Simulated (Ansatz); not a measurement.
PH$_{3}$SO: several calculations on one system

**1. Relaxation**

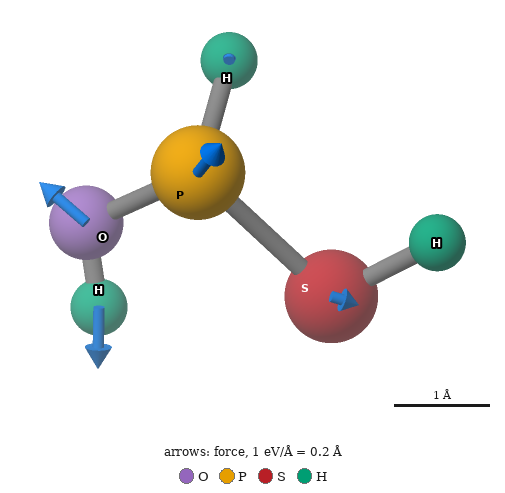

Starting geometry of PH3SO with the computed forces as blue arrows. A ball-and-stick model, seen at a tilt.

The run prepares an end point of a later path (torsion) calculation, from a guessed geometry.

Theory: RKS LDA/def2-mTZVP (Ansatz 0.2.0).

Input file:
```yaml
crystal:
  periodic: [false, false, false]
  atoms:
    - { symbol: O, position_ang: [-1.4, 0.3434, -0.5246] }
    - { symbol: P, position_ang: [-0.042, 0.842, 0.1079] }
    - { symbol: S, position_ang: [0.5847, -1.0798, 0.6149] }
    - { symbol: H, position_ang: [-1.6822, -0.4242, -0.1009] }
    - { symbol: H, position_ang: [0.7038, 1.0044, -1.1065] }
    - { symbol: H, position_ang: [1.8777, -0.7499, 0.963] }
basis:
  gaussian: { orbitals: def2-mTZVP }
hamiltonian:
  xc: lda
relax:
  f_tol: 0.015
  max_steps: 40
```

Run as
```bash
ansatz run input.yaml --threads 1 --pin off --max-ram 2048MiB --backend cpu --events-out ev --progress --plain --runs-dir out
```

**Is this structure relaxed? If not, where do the atoms go?**

It isn't relaxed: the largest force vector, on H4, is 3.41 eV/Å. The final displacements have little in common with the starting forces (cosine between the two patterns 0.01). The atom that moves furthest after the best rigid fit is S3 (1.02 Å). Largest moves by element: S 1.02 Å, H 0.77 Å, O 0.29 Å, P 0.16 Å. Some distances before and after: O1–P2 1.579 → 1.666 Å, O1–H4 0.921 → 0.978 Å, P2–S3 2.084 → 2.136 Å, S3–H6 1.379 → 1.367 Å. Bond angles that change, for instance: O1–P2–S3 93.7° → 105.6°, S3–P2–H5 98.9° → 91.1°, O1–P2–H5 98.3° → 93.5°. Groups turn about P2–S3 by about 85°, O1–P2 by about 70°. Over 9 accepted moves (10 points after the start) the energy falls by 18.0 kcal/mol. The largest force component goes from 2.7 to 0.0046 eV/Å. The line search rejected the trial step at point 7 of the run. Cost: 16 s on 1 thread of Intel(R) Xeon(R) Platinum 8375C CPU @ 2.90GHz (Ice Lake) (shared host), peak memory 0.14 GiB.

**2. Relaxation**

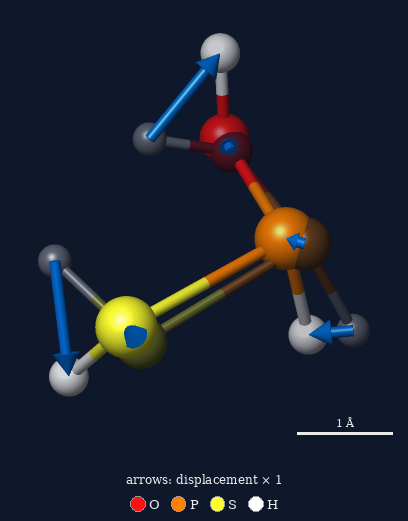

A relaxation of PH3SO. The starting structure is drawn faded, the final one solid; blue arrows show the displacements, at their true length. The two geometries are superimposed by the best rigid fit.

Style: ball-and-stick. Shown at a tilt.

The run prepares an end point of a later path (torsion) calculation, from a guessed geometry.

Method: RKS LDA/def2-mTZVP (Ansatz 0.2.0).

The input:
```yaml
crystal:
  periodic: [false, false, false]
  atoms:
    - { symbol: O, position_ang: [-1.4, 0.3434, -0.5246] }
    - { symbol: P, position_ang: [-0.042, 0.842, 0.1079] }
    - { symbol: S, position_ang: [0.5847, -1.0798, 0.6149] }
    - { symbol: H, position_ang: [-1.6822, -0.4242, -0.1009] }
    - { symbol: H, position_ang: [0.7038, 1.0044, -1.1065] }
    - { symbol: H, position_ang: [-0.60648, -1.72193, 0.34917] }
basis:
  gaussian: { orbitals: def2-mTZVP }
hamiltonian:
  xc: lda
relax:
  f_tol: 0.015
  max_steps: 40
```

Launched with:
```bash
ansatz run input.yaml --threads 1 --pin off --max-ram 2048MiB --backend cpu --events-out ev --progress --plain --runs-dir out
```

Q: Which element moves most?

A: Hydrogen: up to 1.23 Å, against 0.44 Å for sulfur.

Q: What did the optimiser do to the structure, and how much energy did it gain?

A: H6 moves most after the best rigid fit: 1.23 Å. By element the largest moves are H 1.23 Å, S 0.44 Å, O 0.21 Å, P 0.20 Å. Near-neighbour distances that change, for instance: O1–P2 1.579 → 1.666 Å, O1–H4 0.921 → 0.979 Å, P2–S3 2.084 → 2.132 Å, S3–H6 1.379 → 1.370 Å. Bond angles that change, for instance: O1–P2–S3 93.7° → 105.2°, O1–P2–H5 98.3° → 92.7°, P2–S3–H6 97.1° → 99.3°. Groups turn about P2–S3 by about 70°, O1–P2 by about 65°. Over 11 accepted moves (13 points after the start) the energy falls by 23.0 kcal/mol. Largest force component: 2.7 eV/Å at the start, 0.0088 eV/Å at the end. The line search rejected the trial steps at points 10, 12 of the run.

**3. Path**

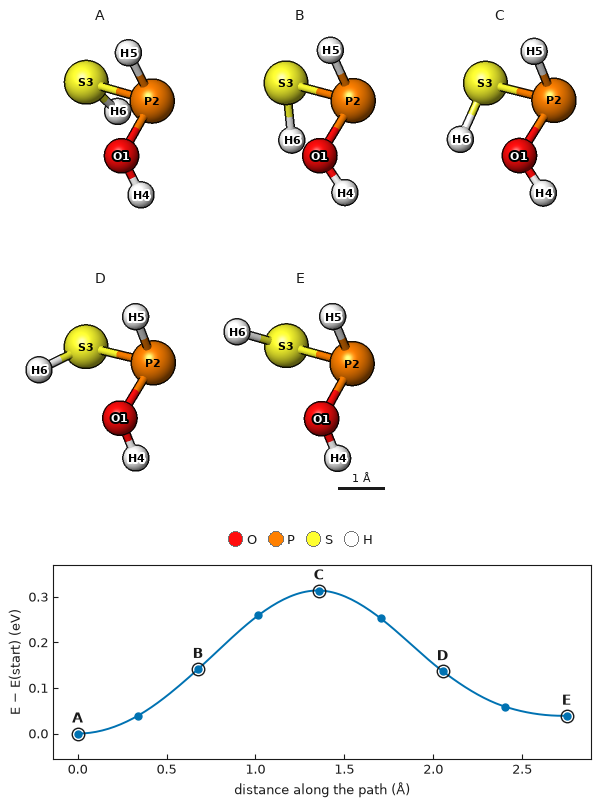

A nudged-elastic-band calculation for PH3SO. Images are numbered from 0 (start) to 8 (end). Frames A to E are images 0, 2, 4, 6, 8. A ball-and-stick model, seen from a free direction.

Theory: RKS LDA/def2-mTZVP in Ansatz.

Input
```yaml
crystal:
  periodic: [false, false, false]
  atoms:
    - { symbol: O, position_ang: [-1.371408, 0.077409, -0.536657] }
    - { symbol: P, position_ang: [0.065648, 0.725653, 0.00151] }
    - { symbol: S, position_ang: [1.428689, -0.914869, 0.117713] }
    - { symbol: H, position_ang: [-1.996756, 0.006407, 0.212116] }
    - { symbol: H, position_ang: [0.518207, 1.044009, -1.322324] }
    - { symbol: H, position_ang: [1.39762, -1.002708, 1.481442] }
basis:
  gaussian: { orbitals: def2-mTZVP }
hamiltonian:
  xc: lda
neb:
  order_check: false
  images: 7
  f_tol: 0.05
  max_iterations: 60
  final_atoms:
    - { symbol: O, position_ang: [-1.29684667, -0.06995356, -0.42732136] }
    - { symbol: P, position_ang: [-0.00372674, 0.90518629, -0.03695869] }
    - { symbol: S, position_ang: [1.25792699, -0.30059368, 1.1878314] }
    - { symbol: H, position_ang: [-2.04027319, 0.1106654, 0.18325685] }
    - { symbol: H, position_ang: [0.65952026, 0.63824429, -1.28185037] }
    - { symbol: H, position_ang: [1.46539935, -1.34764775, 0.32884217] }
  initial_path:
    images:
      - { positions_ang: [[-1.371408, 0.077409, -0.536657], [0.065648, 0.725653, 0.00151], [1.428689, -0.914869, 0.117713], [-1.996756, 0.006407, 0.212116], [0.518207, 1.044009, -1.322324], [1.39762, -1.002708, 1.481442]] }
      - { positions_ang: [[-1.35504639, 0.13649699, -0.47453319], [0.08605071, 0.76965578, -0.02390888], [1.32731154, -0.9298748, 0.12156199], [-1.84527759, -0.11363454, 0.20456666], [0.50394099, 1.06343295, -1.36232903], [1.32502074, -0.99017538, 1.48844245]] }
      - { positions_ang: [[-1.33868478, 0.19558498, -0.41240938], [0.10645342, 0.81365856, -0.04932777], [1.22593408, -0.94488061, 0.12541098], [-1.69379917, -0.23367608, 0.19701733], [0.48967497, 1.0828569, -1.40233406], [1.25242148, -0.97764276, 1.4954429]] }
      - { positions_ang: [[-1.32232317, 0.25467298, -0.35028557], [0.12685612, 0.85766134, -0.07474665], [1.12455663, -0.95988641, 0.12925997], [-1.54232076, -0.35371761, 0.18946799], [0.47540896, 1.10228085, -1.44233909], [1.17982222, -0.96511014, 1.50244335]] }
      - { positions_ang: [[-1.30596156, 0.31376097, -0.28816177], [0.14725883, 0.90166413, -0.10016554], [1.02317917, -0.97489222, 0.13310896], [-1.39084235, -0.47375915, 0.18191866], [0.46114294, 1.1217048, -1.48234412], [1.10722297, -0.95257753, 1.5094438]] }
      - { positions_ang: [[-1.30368284, 0.21783233, -0.32295166], [0.10951244, 0.90254467, -0.08436382], [1.08186612, -0.80631758, 0.39678957], [-1.55320006, -0.32765301, 0.18225321], [0.51073727, 1.00083967, -1.43222068], [1.19676706, -1.05134508, 1.21429339]] }
      - { positions_ang: [[-1.30140411, 0.1219037, -0.35774156], [0.07176605, 0.90342521, -0.06856211], [1.14055308, -0.63774295, 0.66047018], [-1.71555777, -0.18154687, 0.18258776], [0.5603316, 0.87997455, -1.38209725], [1.28631116, -1.15011264, 0.91914299]] }
      - { positions_ang: [[-1.29912539, 0.02597507, -0.39253146], [0.03401965, 0.90430575, -0.0527604], [1.19924003, -0.46916831, 0.92415079], [-1.87791548, -0.03544074, 0.1829223], [0.60992593, 0.75910942, -1.33197381], [1.37585525, -1.24888019, 0.62399258]] }
      - { positions_ang: [[-1.29684667, -0.06995356, -0.42732136], [-0.00372674, 0.90518629, -0.03695869], [1.25792699, -0.30059368, 1.1878314], [-2.04027319, 0.1106654, 0.18325685], [0.65952026, 0.63824429, -1.28185037], [1.46539935, -1.34764775, 0.32884217]] }
```

Launched with:
```bash
ansatz run input.yaml --threads 1 --pin off --max-ram 2048MiB --backend cpu --events-out ev --progress --plain --runs-dir out
```

Q: What happens along the path, and what is the barrier?

A: The energy climbs by 0.31 eV to image 4 and then falls by 0.27 eV, so the end point sits at +0.04 eV. The motion is a rotation about the P2–S3 bond by about 160°. No bond forms or breaks between the ends. Among the angles between lasting bonds that change up to the highest image: O1–P2–S3 105.6° → 100.3°, P2–S3–H6 95.1° → 90.4°. The band converged in 14 iterations. The largest component of the band force went from 180 to 0.048 eV/Å. The climbing image converged on the top of the path. Its vibrational analysis gives one imaginary mode (367i cm⁻¹), as a transition state must have.
